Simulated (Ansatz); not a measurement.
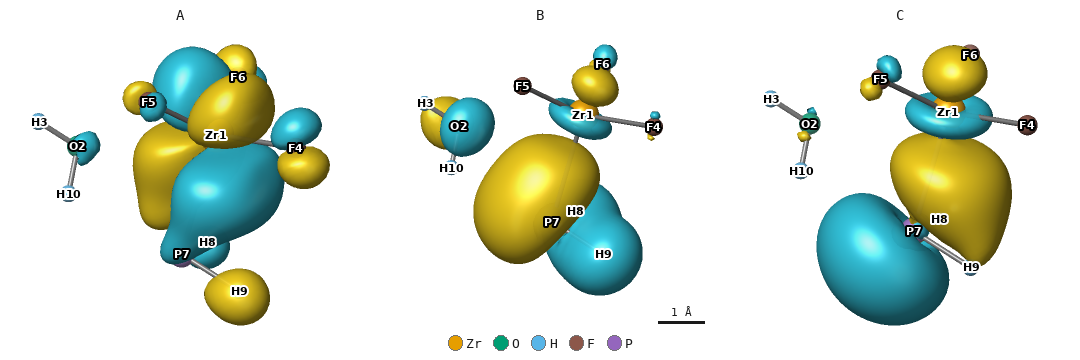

*F₃H₂PZr···H₂O. Three frontier orbitals at ±0.1 Å⁻³ᐟ² (yellow and cyan are the two phases), in no order.*

Core potentials replace the inner electrons of Zr; not at a stationary point (largest force 1.0 eV/Å).

Theory: RKS BHLYP/def2-SVP (Ansatz 0.2.0).

Input file:

```
crystal:
  periodic: [false, false, false]
  atoms:
    - { symbol: Zr, position_ang: [0.0, 0.0, 0.0] }
    - { symbol: O, position_ang: [0.0, 0.0, 2.42] }
    - { symbol: H, position_ang: [-0.9095, -0.2814, 2.7571] }
    - { symbol: F, position_ang: [1.8671, 0.0, -0.6593] }
    - { symbol: F, position_ang: [-0.9326, 1.6157, -0.6593] }
    - { symbol: F, position_ang: [-0.9326, -1.6157, -0.6593] }
    - { symbol: P, position_ang: [1.4979, -2.2747, 0.905] }
    - { symbol: H, position_ang: [0.7017, -3.4444, 0.7861] }
    - { symbol: H, position_ang: [2.6682, -2.4171, 0.1133] }
    - { symbol: H, position_ang: [0.7549, -1.1463, 2.1706] }
basis:
  gaussian: { orbitals: def2-SVP }
hamiltonian:
  xc: { name: BHLYP }
relax:
  f_tol: 0.15
  max_steps: 25
  restrain:
    - { distance: [0, 6], at: 2.57, k: 30.0 }
    - { distance: [9, 1], at: 1.01, k: 30.0 }
    - { distance: [0, 1], at: 3.27, k: 30.0 }
    - { distance: [9, 6], at: 2.62, k: 30.0 }
output:
  orbitals: {}
```

Run with:

```sh
ansatz run input.yaml --threads 4 --pin off --max-ram 5120MiB --backend cpu --events-out ev --progress --plain --runs-dir out
```

The fields are those of the run's last geometry, not of the input's.

Order the three orbitals by energy and name them.

B is the HOMO−1 (−10.10 eV). Its weight (Hirshfeld) is mainly on P7 (about 55 %), Zr1 (about 15 %), H9 (about 10 %), H8 (about 10 %) and O2 (about 5 %). C is the HOMO (−8.20 eV). It lies mainly on P7 (about 70 %) and Zr1 (about 20 %). A is the LUMO (−0.62 eV). Its weight (Hirshfeld) is mainly on Zr1 (about 70 %) and F4 (about 5 %).

What is the HOMO–LUMO gap?

7.58 eV between the orbital energies.
